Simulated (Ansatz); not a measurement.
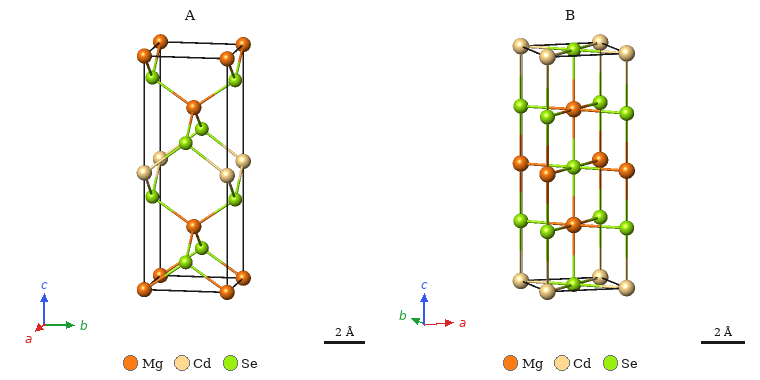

Two structures of Mg3CdSe4, each relaxed to rest (conventional cells in solid outline, small ones repeated, not to one scale). Method: Ansatz 0.2.0, DFT PBE, scalar-relativistic, plane waves, PAW, without spin polarisation.

**Characterise the two forms.**

A: 8 atoms a cell on a primitive tetragonal lattice, P-4m2. B: 8 atoms a cell on a primitive tetragonal lattice, P4/mmm.

**Which form lies lower?**

A is lower, by 58 meV/atom at this level of theory (energies at zero smearing). Volumes: A 27.6, B 21.7 Å³/atom.

One or both may be structure types tried for this composition rather than known phases.
